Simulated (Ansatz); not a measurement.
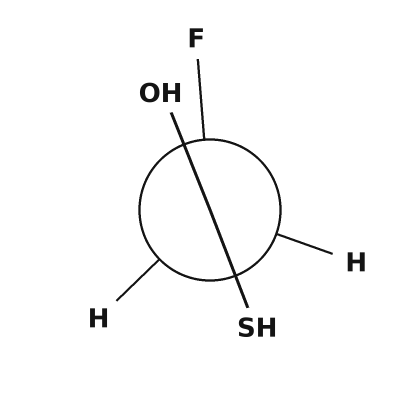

A Newman projection along the Al–C bond, aluminium in front; angles are drawn as computed, but eclipsed bonds slightly apart. The computed structure is the end point of a PBE-D4/def2-SVP optimisation. No frequency run is at hand to confirm it as a minimum.

Question: Which molecule is it?

Answer: CH4AlFOS, [OH][Al]([SH])[CH2]F

Question: What is the torsion angle from the front SH to the back F? The sign is positive where the front bond must turn clockwise to cover the back bond.

Answer: −171°, antiperiplanar (anti).
